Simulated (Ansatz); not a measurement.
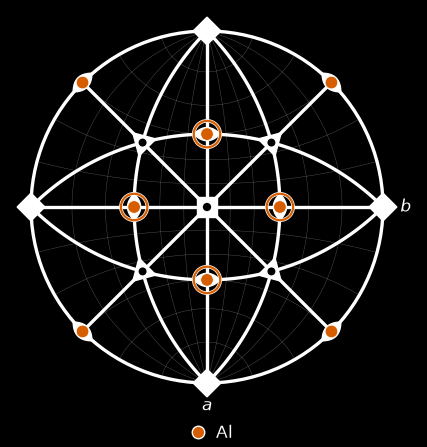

Crystal: Al, the input geometry of an electronic-structure calculation (not necessarily at equilibrium). Directions from one aluminium atom at (0, 0, 0) to its bonded neighbours, in stereographic projection down c (filled: above the plane of the page or in it, open: below). Symmetry computed with spglib at a tolerance of 0.002 Å; standard conventional cell.

Neighbours are counted up to 2.95 Å for Al. The symmetry elements of the site are drawn in: heavy lines are mirror planes (a heavy rim: a mirror in the plane of the page); lens, triangle, square and hexagon are 2-, 3-, 4- and 6-fold axes, a lens in an open square is −4, a triangle in an open hexagon −6; thin dashed diameters join the ends of axes that lie in the page; a small open circle marks inversion.

```yaml
crystal:
  lattice:
    - [3.98465, 0.00000, 0.00000]
    - [0.00000, 3.98465, 0.00000]
    - [0.00000, 0.00000, 3.98465]
  atoms:
    - { symbol: Al, position: [0.00000, 0.00000, 0.00000] }
    - { symbol: Al, position: [0.00000, 0.50000, 0.50000] }
    - { symbol: Al, position: [0.50000, 0.00000, 0.50000] }
    - { symbol: Al, position: [0.50000, 0.50000, 0.00000] }
```

How many neighbours are there, and at what angles?

12: 12 Al at 2.82 Å. Angles between bonds: 60° (24×), 90° (12×), 120° (24×), 180° (6×).

What is the site's symmetry in the crystal?

Point group m-3m (Oh), order 48: three fourfold axes, four threefold axes, six twofold axes, nine mirror planes, an inversion centre. In No. 225, Fm-3m this is Wyckoff position 4a.
